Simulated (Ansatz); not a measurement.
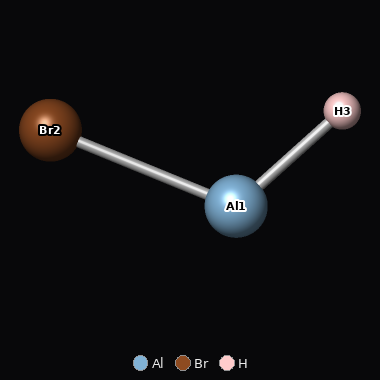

The system is AlBrH, SMILES [AlH][Br], spin multiplicity 2; the picture shows the reference structure. First axis: angle Br2–Al1–H3. Second axis: change of the bonds Al1–Br2, Al1–H3, all alike. Nothing is relaxed (all other coordinates rigid). Grid: 11 × 11 points. Points are written as (first, second). Energies are in kJ/mol, from the relaxed molecule at the same level. All numbers below come from Ansatz 0.2.0, UKS wB97X-V/def2-TZVP.

Its coordinates:

```xyz
3

Al   -0.3993   -0.5820   -0.2781
Br    1.5354   -0.1340    0.8262
H    -1.2994    0.6864   -0.6405
```

Range: angle Br2–Al1–H3 from 70.7 to 160.7°; change of the bonds Al1–Br2, Al1–H3, all alike from −0.213 to 0.329 Å.

Q: What landscape does the calculation give?

A: The lowest grid point is at (115.7°, 0.004 Å), 0 kJ/mol from the relaxed molecule at the same level. No other kind of well shows on this grid. The highest grid point, (70.7°, −0.213 Å), lies 213 kJ/mol above the lowest. Round the minimum the two coordinates are nearly uncoupled.

```csv
"second ↓, first →",70.7,79.7,88.7,97.7,106.7,115.7,124.7,133.7,142.7,151.7,160.7
0.329,141,122,105,93,86,84,86,93,102,113,126
0.275,127,104,85,72,65,63,66,72,83,96,110
0.221,114,88,68,54,46,44,47,54,65,80,97
0.166,104,75,53,37,29,27,30,37,50,66,85
0.112,98,65,41,25,16,13,16,24,38,55,76
0.058,96,61,34,16,7,4,7,16,29,48,70
0.004,101,61,33,14,3,0,3,12,26,46,70
−0.050,112,70,39,18,7,3,6,15,30,50,75
−0.104,133,87,54,32,19,15,18,27,42,62,88
−0.159,166,116,80,57,43,38,41,50,65,85,112
−0.213,213,159,121,95,80,75,77,85,100,121,147
```

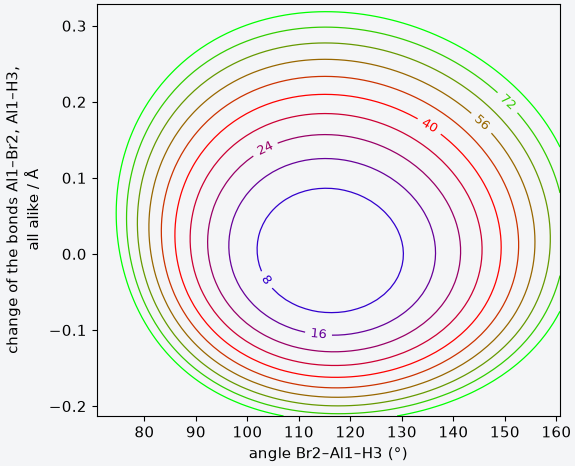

The picture shows contour lines labelled in kJ/mol (none above 80). Between grid points the surface is interpolated.

Each point was launched as `ansatz run input.yaml --threads 1 --pin off --max-ram 2560MiB --backend cpu --events-out ev --progress --plain --runs-dir out`. The whole map (121 points run) took 42 min on 1 thread of Arm Neoverse N1, on a shared host.
